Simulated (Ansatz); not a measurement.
# F2H3OSi2 radical: a spread of methods and bases

Aim: run F2H3OSi2 radical under a spread of inputs, and see what each costs and gives.

The runs use Ansatz 0.2.0, Gaussian basis; the settings change from run to run.

## (1) The geometry

The geometry comes from an earlier relaxation with PBE0-D4 in a triple-zeta def2 set; it is a stationary point, not always the lowest conformer.

SMILES `F[Si](F)O[SiH3]`, 8 atoms, charge 0, spin multiplicity 2.

Atoms are counted from 1 here; the program's logs count them from 0.

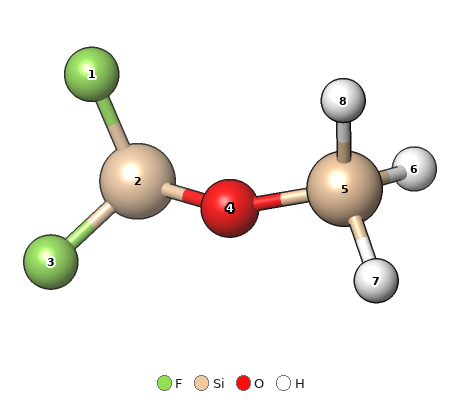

The geometry (fluorine green, silicon light orange, oxygen red, hydrogen white); atoms are numbered from 1 in the order of the file.

## (2) B2GP-PLYP/cc-pVTZ

Options: coordinates scaled by 0.96, high accuracy.

File in.yaml:

```yaml
crystal:
  periodic: [false, false, false]
  atoms:
    - {symbol: F, position_ang: [0.231103, -2.023926, 1.462155]}
    - {symbol: Si, position_ang: [-0.423603, -1.676937, 0.127701]}
    - {symbol: F, position_ang: [0.101336, -2.680136, -0.891303]}
    - {symbol: O, position_ang: [0.014569, -0.265621, -0.316157]}
    - {symbol: Si, position_ang: [0.035907, 1.305514, -0.142439]}
    - {symbol: H, position_ang: [-1.273796, 1.764282, 0.179116]}
    - {symbol: H, position_ang: [0.463923, 1.871134, -1.374194]}
    - {symbol: H, position_ang: [0.938976, 1.651065, 0.901648]}
basis:
  gaussian: {orbitals: cc-pVTZ}
magnetization: {spin_polarized: true, initial_magnetization: 1}
hamiltonian: {xc: {name: B2GP-PLYP}}
accuracy: high
output: {forces: true}
```

Launch:

```
ansatz run in.yaml --threads 4 --pin off --events-out ev --progress --plain --max-ram 10444MiB
```

What it wrote (excerpt; [...] marks lines left out):

```text
Functional definition: B2GP-PLYP
  name "B2GP-PLYP"
  cite "Karton, Tarnopolsky, Lamère, Schatz & Martin, J. Phys. Chem. A 112, 12868 (2008) doi:10.1021/jp801805p"
  cite "Becke, Phys. Rev. A 38, 3098 (1988) doi:10.1103/PhysRevA.38.3098"
  cite "Lee, Yang & Parr, Phys. Rev. B 37, 785 (1988) doi:10.1103/PhysRevB.37.785"
[...]
3451 factors; integrals over basis functions are off by at most 3.8e-9 eV
[...]
mean field -23268.01209374 eV, -855.0836728200 hartree, gradient 9.3e-8 eV, S^2 0.751469; 0 other end points of the search recorded, 0 dependent functions left out
13 core orbitals not correlated: weight in the atoms' cores, before any rotation towards them, 1.000 or more for the frozen orbitals, at most 0.000 for the correlated occupied ones
reference -23268.01211462 eV, -855.0836735870 hartree; 16, 15 occupied and 171, 172 virtual orbitals, 3451 factors
second order -28.97140687 eV of doubles, -0.00000000 eV of singles
[...]
Total energy: -23278.44182109 eV, -855.4669582304 hartree
Atom 0 at     0.231103    -2.023926     1.462155 Å, force     1.262834    -0.710757     2.774455 eV/Å
Atom 1 at    -0.423603    -1.676937     0.127701 Å, force    -3.107036    -0.410460     0.256326 eV/Å
Atom 2 at     0.101336    -2.680136    -0.891303 Å, force     0.996121    -2.140046    -2.137695 eV/Å
Atom 3 at     0.014569    -0.265621    -0.316157 Å, force     0.743946     0.341779    -1.101912 eV/Å
Atom 4 at     0.035907     1.305514    -0.142439 Å, force     0.075620     1.624131     0.076501 eV/Å
Atom 5 at    -1.273796     1.764282     0.179116 Å, force    -1.032415     0.417366     0.264189 eV/Å
Atom 6 at     0.463923     1.871134    -1.374194 Å, force     0.344877     0.540847    -0.968970 eV/Å
Atom 7 at     0.938976     1.651065     0.901648 Å, force     0.716053     0.337140     0.837107 eV/Å
Dipole moment:    -0.125792     0.288159    -0.013343 e Å
```

It took 48 s on 4 threads of Arm Neoverse V2, shared host; peak memory 1.6 GiB.

Largest force 3.185 eV/Å, dipole 1.51 D, ⟨S²⟩ 0.751.

## (3) SVWN5/STO-3G

This run has restricted open-shell orbitals.

File in.yaml:

```yaml
crystal:
  periodic: [false, false, false]
  atoms:
    - {symbol: F, position_ang: [0.240733, -2.108256, 1.523078]}
    - {symbol: Si, position_ang: [-0.441253, -1.746810, 0.133022]}
    - {symbol: F, position_ang: [0.105559, -2.791808, -0.928441]}
    - {symbol: O, position_ang: [0.015176, -0.276688, -0.329330]}
    - {symbol: Si, position_ang: [0.037403, 1.359910, -0.148374]}
    - {symbol: H, position_ang: [-1.326871, 1.837794, 0.186579]}
    - {symbol: H, position_ang: [0.483253, 1.949098, -1.431453]}
    - {symbol: H, position_ang: [0.978100, 1.719860, 0.939217]}
basis:
  gaussian: {orbitals: STO-3G}
magnetization: {spin_polarized: false, initial_magnetization: 1}
hamiltonian: {xc: {name: SVWN5}}
```

Same command.

What it wrote:

```text
Functional definition: SVWN5
  name "SVWN5"
  cite "Dirac, Proc. Camb. Phil. Soc. 26, 376 (1930) doi:10.1017/S0305004100016108"
  cite "Slater, Phys. Rev. 81, 385 (1951) doi:10.1103/PhysRev.81.385"
  cite "Vosko, Wilk & Nusair, Can. J. Phys. 58, 1200 (1980) doi:10.1139/p80-159"
  exchange = slater_x
  correlation = vwn5_c
446 factors; integrals over basis functions are off by at most 3.0e-5 eV
mean field evaluation 1: about -22876.6992 eV, gradient 3.0e1 eV
mean field evaluation 2: about -22876.6654 eV, gradient 3.0e1 eV
mean field evaluation 4: about -22878.3180 eV, gradient 2.0e1 eV
mean field evaluation 8: about -22879.7495 eV, gradient 7.9e-2 eV
mean field evaluation 16: about -22731.3375 eV, gradient 1.6e2 eV
mean field -22879.74922231 eV, -840.8152754687 hartree, gradient 3.6e-5 eV, S^2 0.750000; 0 other end points of the search recorded, 0 dependent functions left out
reference -22879.74923987 eV, -840.8152761140 hartree; 29, 28 occupied and 7, 8 virtual orbitals, 446 factors
Total energy: -22879.74923987 eV, -840.8152761140 hartree
```

It took 0.3 s on 4 threads of Arm Neoverse V2, shared host.

## (4) revPBE0/def2-mTZVP

Options: atoms shaken by 0.15 Å, D4 dispersion, high accuracy.

File in.yaml:

```yaml
crystal:
  periodic: [false, false, false]
  atoms:
    - {symbol: F, position_ang: [0.227159, -2.009357, 1.228231]}
    - {symbol: Si, position_ang: [-0.288097, -1.598549, 0.156281]}
    - {symbol: F, position_ang: [0.168543, -2.530331, -0.577362]}
    - {symbol: O, position_ang: [0.050024, -0.277874, -0.406971]}
    - {symbol: Si, position_ang: [0.088809, 1.235783, 0.113541]}
    - {symbol: H, position_ang: [-1.301245, 1.790933, 0.178771]}
    - {symbol: H, position_ang: [0.535033, 2.114991, -1.538718]}
    - {symbol: H, position_ang: [1.185974, 1.917133, 0.845201]}
basis:
  gaussian: {orbitals: def2-mTZVP}
magnetization: {spin_polarized: true, initial_magnetization: 1}
hamiltonian: {xc: {name: revPBE0}, dispersion: d4}
accuracy: high
output: {forces: true}
```

Same command.

What it wrote (excerpt; [...] marks lines left out):

```text
Functional definition: revPBE0
  name "revPBE0"
  cite "Zhang & Yang, Phys. Rev. Lett. 80, 890 (1998) doi:10.1103/PhysRevLett.80.890"
  cite "Adamo & Barone, J. Chem. Phys. 110, 6158 (1999) doi:10.1063/1.478522"
  cite "Perdew, Burke & Ernzerhof, Phys. Rev. Lett. 77, 3865 (1996) doi:10.1103/PhysRevLett.77.3865"
[...]
2251 factors; integrals over basis functions are off by at most 8.6e-9 eV
[...]
mean field -23274.39064901 eV, -855.3180804024 hartree, gradient 2.5e-8 eV, S^2 0.751026; 0 other end points of the search recorded, 0 dependent functions left out
[...]
reference -23274.39065321 eV, -855.3180805570 hartree; 29, 28 occupied and 86, 87 virtual orbitals, 2251 factors
Total energy: -23274.86627088 eV, -855.3355591840 hartree
Atom 0 at     0.227159    -2.009357     1.228231 Å, force    13.751791    -8.839054    32.866095 eV/Å
Atom 1 at    -0.288097    -1.598549     0.156281 Å, force   -26.426083    23.736493    -7.859203 eV/Å
Atom 2 at     0.168543    -2.530331    -0.577362 Å, force    10.462042   -23.653187   -22.223284 eV/Å
Atom 3 at     0.050024    -0.277874    -0.406971 Å, force     2.424797     6.250006    -2.187586 eV/Å
Atom 4 at     0.088809     1.235783     0.113541 Å, force     0.243398     4.756511    -4.471065 eV/Å
Atom 5 at    -1.301245     1.790933     0.178771 Å, force     0.275365    -0.294131     0.774420 eV/Å
Atom 6 at     0.535033     2.114991    -1.538718 Å, force    -0.596394    -1.189695     2.356160 eV/Å
Atom 7 at     1.185974     1.917133     0.845201 Å, force    -0.134915    -0.766944     0.744464 eV/Å
Dipole moment:     0.031343    -0.053771     0.431611 e Å
```

Run time: 6.5 s. Hardware: 4 threads of Arm Neoverse V2, shared host; peak memory 0.68 GiB.

Largest force 36.707 eV/Å, dipole 2.09 D, ⟨S²⟩ 0.751.

## (5) HSE06/6-31++G**

Set apart from the defaults: charge +1, multiplicity 1.

File in.yaml:

```yaml
crystal:
  periodic: [false, false, false]
  atoms:
    - {symbol: F, position_ang: [0.240733, -2.108256, 1.523078]}
    - {symbol: Si, position_ang: [-0.441253, -1.746810, 0.133022]}
    - {symbol: F, position_ang: [0.105559, -2.791808, -0.928441]}
    - {symbol: O, position_ang: [0.015176, -0.276688, -0.329330]}
    - {symbol: Si, position_ang: [0.037403, 1.359910, -0.148374]}
    - {symbol: H, position_ang: [-1.326871, 1.837794, 0.186579]}
    - {symbol: H, position_ang: [0.483253, 1.949098, -1.431453]}
    - {symbol: H, position_ang: [0.978100, 1.719860, 0.939217]}
basis:
  gaussian: {orbitals: "6-31++G**"}
total_charge: 1
hamiltonian: {xc: {name: HSE06}}
```

Same command.

What it wrote (excerpt; [...] marks lines left out):

```text
Functional definition: HSE06
  name "HSE06"
  cite "Heyd, Scuseria & Ernzerhof, J. Chem. Phys. 118, 8207 (2003) doi:10.1063/1.1564060"
  cite "Krukau, Vydrov, Izmaylov & Scuseria, J. Chem. Phys. 125, 224106 (2006) doi:10.1063/1.2404663"
  cite "Heyd & Scuseria, J. Chem. Phys. 120, 7274 (2004) doi:10.1063/1.1668634"
  cite "Ernzerhof & Perdew, J. Chem. Phys. 109, 3313 (1998) doi:10.1063/1.476928"
  cite "Perdew, Burke & Ernzerhof, Phys. Rev. Lett. 77, 3865 (1996) doi:10.1103/PhysRevLett.77.3865"
  parent pbe
[...]
  # The whole range is PBE's own exchange, as in plane waves. The composition of these papers is wPBEh.
[...]
1130 factors; their error is unknown
118 factors; integrals over basis functions are off by at most 1.5e-6 eV
[...]
mean field -23263.96285052 eV, -854.9348658763 hartree, gradient 3.1e-5 eV, S^2 0.000000; 0 other end points of the search recorded, 0 dependent functions left out
reference -23263.96292810 eV, -854.9348687272 hartree; 28, 28 occupied and 93, 93 virtual orbitals, 1130 factors
Total energy: -23263.96292810 eV, -854.9348687272 hartree
```

Run time: 1.3 s. Hardware: 4 threads of Arm Neoverse V2, shared host.

## (6) PBE-QIDH/6-31G*

This run has charge +1, multiplicity 1, atoms shaken by 0.08 Å, density fitting with def2-universal-jkfit, the search for lower states set to light.

File in.yaml:

```yaml
crystal:
  periodic: [false, false, false]
  atoms:
    - {symbol: F, position_ang: [0.233498, -2.024863, 1.613683]}
    - {symbol: Si, position_ang: [-0.600295, -1.746971, 0.018540]}
    - {symbol: F, position_ang: [0.026539, -2.840455, -0.976113]}
    - {symbol: O, position_ang: [-0.005731, -0.466198, -0.344298]}
    - {symbol: Si, position_ang: [0.025578, 1.407459, -0.083027]}
    - {symbol: H, position_ang: [-1.408017, 1.861966, 0.129695]}
    - {symbol: H, position_ang: [0.610777, 1.990313, -1.452165]}
    - {symbol: H, position_ang: [0.968890, 1.745120, 1.037110]}
basis:
  gaussian: {orbitals: "6-31G*", fitting: {mean_field: def2-universal-jkfit}}
total_charge: 1
hamiltonian: {xc: {name: PBE-QIDH}}
scf: {lower_state_search: light}
```

Same command.

What it wrote (excerpt; [...] marks lines left out):

```text
Functional definition: PBE-QIDH
  name "PBE-QIDH"
  cite "Brémond, Sancho-García, Pérez-Jiménez & Adamo, J. Chem. Phys. 141, 031101 (2014) doi:10.1063/1.4890314"
  cite "Perdew, Burke & Ernzerhof, Phys. Rev. Lett. 77, 3865 (1996) doi:10.1103/PhysRevLett.77.3865"
[...]
541 factors; integrals over basis functions are off by at most 9.7e-2 eV
[...]
mean field -23246.83315375 eV, -854.3053611307 hartree, gradient 7.9e-6 eV, S^2 0.000000; 0 other end points of the search recorded, 0 dependent functions left out
13 core orbitals not correlated: weight in the atoms' cores, before any rotation towards them, 1.000 or more for the frozen orbitals, at most 0.000 for the correlated occupied ones
reference -23246.83316589 eV, -854.3053615768 hartree; 15, 15 occupied and 61, 61 virtual orbitals, 541 factors
second order -21.60634799 eV of doubles, -0.00000000 eV of singles
Total energy: -23254.03528188 eV, -854.5700344579 hartree
```

Wall time 0.95 s (4 threads of Arm Neoverse V2, shared host).

## (7) CCSD(T)/def2-mTZVPP

This run has charge +1, multiplicity 1, density fitting with def2-universal-jkfit, relativity set to scalar.

File in.yaml:

```yaml
crystal:
  periodic: [false, false, false]
  atoms:
    - {symbol: F, position_ang: [0.240733, -2.108256, 1.523078]}
    - {symbol: Si, position_ang: [-0.441253, -1.746810, 0.133022]}
    - {symbol: F, position_ang: [0.105559, -2.791808, -0.928441]}
    - {symbol: O, position_ang: [0.015176, -0.276688, -0.329330]}
    - {symbol: Si, position_ang: [0.037403, 1.359910, -0.148374]}
    - {symbol: H, position_ang: [-1.326871, 1.837794, 0.186579]}
    - {symbol: H, position_ang: [0.483253, 1.949098, -1.431453]}
    - {symbol: H, position_ang: [0.978100, 1.719860, 0.939217]}
basis:
  gaussian: {orbitals: def2-mTZVPP, fitting: {mean_field: def2-universal-jkfit}}
total_charge: 1
hamiltonian: {xc: {name: HF}, pseudopotentials: {relativity: scalar}}
correlation: {method: ccsd_t}
```

The command is unchanged.

What it wrote (excerpt; [...] marks lines left out):

```text
Functional definition: HF
  name "HF"
  cite "Fock, Z. Phys. 61, 126 (1930) doi:10.1007/BF01340294"
  parent pbe
[...]
541 factors; integrals over basis functions are off by at most 1.6e0 eV
[...]
mean field -23255.35065183 eV, -854.6183734121 hartree, gradient 1.0e-6 eV, S^2 0.000000; 0 other end points of the search recorded, 0 dependent functions left out
13 core orbitals not correlated: weight in the atoms' cores, before any rotation towards them, 1.000 or more for the frozen orbitals, at most 0.000 for the correlated occupied ones
reference -23255.35065183 eV, -854.6183734121 hartree; 15, 15 occupied and 113, 113 virtual orbitals, 541 factors
second order -22.25414934 eV of doubles, -0.00000000 eV of singles
cycle   1  -21.91848710 eV  change    3.4e-1 eV  update   1.4e-1
[...]
cycle  13  -22.73835207 eV  change   -3.3e-5 eV  update   1.7e-5
perturbative correction -0.74533717 eV, -0.0273906356 hartree
Total energy: -23278.83434107 eV, -855.4813830735 hartree
Relativity: scalar
```

Run time: 11 s. Hardware: 4 threads of Arm Neoverse V2, shared host; peak memory 0.75 GiB.

T1 0.020.

## (8) CCSD/6-31G*

Options: charge +1, multiplicity 1, atoms shaken by 0.08 Å.

File in.yaml:

```yaml
crystal:
  periodic: [false, false, false]
  atoms:
    - {symbol: F, position_ang: [0.294054, -2.098068, 1.474115]}
    - {symbol: Si, position_ang: [-0.511287, -1.821420, 0.108270]}
    - {symbol: F, position_ang: [0.143698, -2.770460, -0.828543]}
    - {symbol: O, position_ang: [0.043034, -0.253304, -0.335700]}
    - {symbol: Si, position_ang: [0.022837, 1.361486, -0.201141]}
    - {symbol: H, position_ang: [-1.324720, 1.900903, 0.182655]}
    - {symbol: H, position_ang: [0.422295, 1.994127, -1.456713]}
    - {symbol: H, position_ang: [1.072871, 1.639407, 0.947261]}
basis:
  gaussian: {orbitals: "6-31G*"}
total_charge: 1
hamiltonian: {xc: {name: HF}}
correlation: {method: ccsd}
```

Same command.

What it wrote (excerpt; [...] marks lines left out):

```text
Functional definition: HF
  name "HF"
  cite "Fock, Z. Phys. 61, 126 (1930) doi:10.1007/BF01340294"
  parent pbe
[...]
802 factors; integrals over basis functions are off by at most 1.1e-3 eV
[...]
mean field -23213.74868035 eV, -853.0895291588 hartree, gradient 6.2e-6 eV, S^2 0.000000; 0 other end points of the search recorded, 0 dependent functions left out; unrestricted orbitals would lower it
13 core orbitals not correlated: weight in the atoms' cores, before any rotation towards them, 1.000 or more for the frozen orbitals, at most 0.000 for the correlated occupied ones
reference -23213.74868035 eV, -853.0895291588 hartree; 15, 15 occupied and 61, 61 virtual orbitals, 802 factors
second order -18.64703528 eV of doubles, -0.00000000 eV of singles
cycle   1  -18.41410122 eV  change    2.3e-1 eV  update   1.5e-1
[...]
cycle  17  -19.20057063 eV  change   -7.4e-6 eV  update   1.3e-5
Total energy: -23232.94925097 eV, -853.7951371147 hartree
```

It took 1.8 s on 4 threads of Arm Neoverse V2, shared host.

T1 0.028.

## (9) LC-wPBE/def2-SVPD

File in.yaml:

```yaml
crystal:
  periodic: [false, false, false]
  atoms:
    - {symbol: F, position_ang: [0.240733, -2.108256, 1.523078]}
    - {symbol: Si, position_ang: [-0.441253, -1.746810, 0.133022]}
    - {symbol: F, position_ang: [0.105559, -2.791808, -0.928441]}
    - {symbol: O, position_ang: [0.015176, -0.276688, -0.329330]}
    - {symbol: Si, position_ang: [0.037403, 1.359910, -0.148374]}
    - {symbol: H, position_ang: [-1.326871, 1.837794, 0.186579]}
    - {symbol: H, position_ang: [0.483253, 1.949098, -1.431453]}
    - {symbol: H, position_ang: [0.978100, 1.719860, 0.939217]}
basis:
  gaussian: {orbitals: def2-SVPD}
magnetization: {spin_polarized: true, initial_magnetization: 1}
hamiltonian: {xc: {name: LC-wPBE}}
output: {forces: true}
```

Launched as before.

What it wrote (excerpt; [...] marks lines left out):

```text
Functional definition: LC-wPBE
  name "LC-wPBE"
  cite "Vydrov & Scuseria, J. Chem. Phys. 125, 234109 (2006) doi:10.1063/1.2409292"
  cite "Heyd & Scuseria, J. Chem. Phys. 120, 7274 (2004) doi:10.1063/1.1668634"
  cite "Ernzerhof & Perdew, J. Chem. Phys. 109, 3313 (1998) doi:10.1063/1.476928"
  cite "Perdew, Burke & Ernzerhof, Phys. Rev. Lett. 77, 3865 (1996) doi:10.1103/PhysRevLett.77.3865"
  parent pbe
[...]
1203 factors; their error is unknown
632 factors; integrals over basis functions are off by at most 3.6e-5 eV
[...]
mean field -23269.44957090 eV, -855.1364991311 hartree, gradient 4.8e-5 eV, S^2 0.751193; 0 other end points of the search recorded, 0 dependent functions left out
[...]
reference -23269.44957091 eV, -855.1364991314 hartree; 29, 28 occupied and 112, 113 virtual orbitals, 1203 factors
Total energy: -23269.44957091 eV, -855.1364991314 hartree
Atom 0 at     0.240733    -2.108256     1.523078 Å, force     0.606067    -0.332834     1.221270 eV/Å
Atom 1 at    -0.441253    -1.746810     0.133022 Å, force    -1.318249     0.460840    -0.074975 eV/Å
Atom 2 at     0.105559    -2.791808    -0.928441 Å, force     0.486324    -0.935800    -0.924967 eV/Å
Atom 3 at     0.015176    -0.276688    -0.329330 Å, force     0.188188    -0.171775    -0.291392 eV/Å
Atom 4 at     0.037403     1.359910    -0.148374 Å, force     0.040992     0.951569     0.061919 eV/Å
Atom 5 at    -1.326871     1.837794     0.186579 Å, force    -0.054546     0.001709     0.013915 eV/Å
Atom 6 at     0.483253     1.949098    -1.431453 Å, force     0.017181     0.023123    -0.044699 eV/Å
Atom 7 at     0.978100     1.719860     0.939217 Å, force     0.034042     0.003167     0.038930 eV/Å
Dipole moment:    -0.192170     0.396217    -0.011591 e Å
```

It took 2.4 s on 4 threads of Arm Neoverse V2, shared host.

Largest force 1.403 eV/Å, dipole 2.12 D, ⟨S²⟩ 0.751.

## (10) revPBE0/6-31G

This run has charge -1, multiplicity 1, atoms shaken by 0.03 Å.

File in.yaml:

```yaml
crystal:
  periodic: [false, false, false]
  atoms:
    - {symbol: F, position_ang: [0.256769, -2.086594, 1.468997]}
    - {symbol: Si, position_ang: [-0.490084, -1.772486, 0.088996]}
    - {symbol: F, position_ang: [0.129628, -2.774585, -0.913226]}
    - {symbol: O, position_ang: [0.013647, -0.270961, -0.249767]}
    - {symbol: Si, position_ang: [0.041887, 1.344364, -0.149222]}
    - {symbol: H, position_ang: [-1.295330, 1.816424, 0.174083]}
    - {symbol: H, position_ang: [0.487044, 1.938032, -1.436942]}
    - {symbol: H, position_ang: [0.992875, 1.751345, 0.897496]}
basis:
  gaussian: {orbitals: 6-31G}
total_charge: -1
hamiltonian: {xc: {name: revPBE0}}
```

Same command.

What it wrote (excerpt; [...] marks lines left out):

```text
Functional definition: revPBE0
  name "revPBE0"
  cite "Zhang & Yang, Phys. Rev. Lett. 80, 890 (1998) doi:10.1103/PhysRevLett.80.890"
  cite "Adamo & Barone, J. Chem. Phys. 110, 6158 (1999) doi:10.1063/1.478522"
  cite "Perdew, Burke & Ernzerhof, Phys. Rev. Lett. 77, 3865 (1996) doi:10.1103/PhysRevLett.77.3865"
[...]
601 factors; integrals over basis functions are off by at most 1.7e-4 eV
[...]
mean field -23276.89739684 eV, -855.4102016861 hartree, gradient 2.5e-5 eV, S^2 0.000000; 0 other end points of the search recorded, 0 dependent functions left out
reference -23276.89743511 eV, -855.4102030926 hartree; 29, 29 occupied and 30, 30 virtual orbitals, 601 factors
Total energy: -23276.89743511 eV, -855.4102030926 hartree
```

Wall time 0.55 s (4 threads of Arm Neoverse V2, shared host).

## (11) The runs in one table

| level | charge | multiplicity | geometry | functions | energy (eV) | time |
| --- | --- | --- | --- | --- | --- | --- |
| B2GP-PLYP/cc-pVTZ | 0 | 2 | scaled | 200 | -23278.442 | 48 s |
| SVWN5/STO-3G | 0 | 2 | relaxed | 36 | -22879.749 | 0.3 s |
| revPBE0/def2-mTZVP | 0 | 2 | shaken | 115 | -23274.866 | 6.5 s |
| HSE06/6-31++G** | 1 | 1 | relaxed | 121 | -23263.963 | 1.3 s |
| PBE-QIDH/6-31G* | 1 | 1 | shaken | 89 | -23254.035 | 0.95 s |
| CCSD(T)/def2-mTZVPP | 1 | 1 | relaxed | 141 | -23278.834 | 11 s |
| CCSD/6-31G* | 1 | 1 | shaken | 89 | -23232.949 | 1.8 s |
| LC-wPBE/def2-SVPD | 0 | 2 | relaxed | 141 | -23269.450 | 2.4 s |
| revPBE0/6-31G | -1 | 1 | shaken | 59 | -23276.897 | 0.55 s |

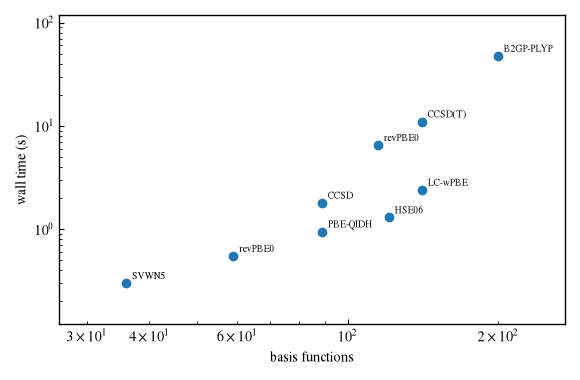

Wall time against the number of basis functions (shared host).

## (12) What came out

| quantity | value |
| --- | --- |
| runs | 9 |
| quickest | SVWN5/STO-3G, 0.3 s |
| slowest | B2GP-PLYP/cc-pVTZ, 48 s |
| spread of total energies, same state and geometry | 389.7 eV |

B2GP-PLYP/cc-pVTZ took 158 times as long as SVWN5/STO-3G. The jobs differ in tasks and options as well as level. Total energies at one charge and spin differ by 390 eV between levels, so only differences within one level mean anything. At the PBE0-D4/def2-TZVP geometry and in the same state, the sound runs without point charges leave forces up to 1.40 eV/Å (LC-wPBE/def2-SVPD), against 36.7 eV/Å where the atoms were moved.
